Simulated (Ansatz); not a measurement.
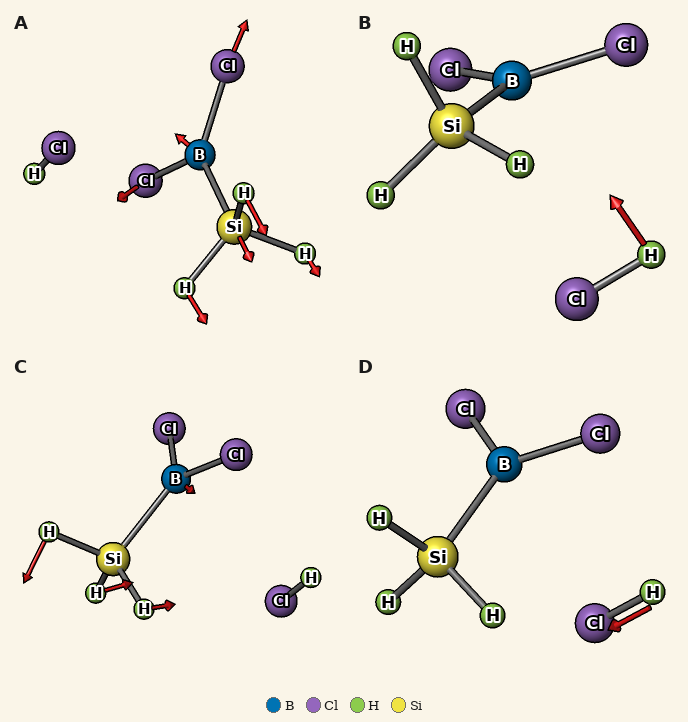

4 normal modes of one molecule or complex, as arrows. Harmonic vibrations computed with RKS PBE0-D4/def2-TZVP (Ansatz 0.2.0) at a stationary point of the same level.

> Match the panels to the wavenumbers 178 cm⁻¹, 412 cm⁻¹, 589 cm⁻¹, 2981 cm⁻¹.

A: 412 cm⁻¹
B: 178 cm⁻¹
C: 589 cm⁻¹, B–Si–H bending
D: 2981 cm⁻¹, Cl–H stretching
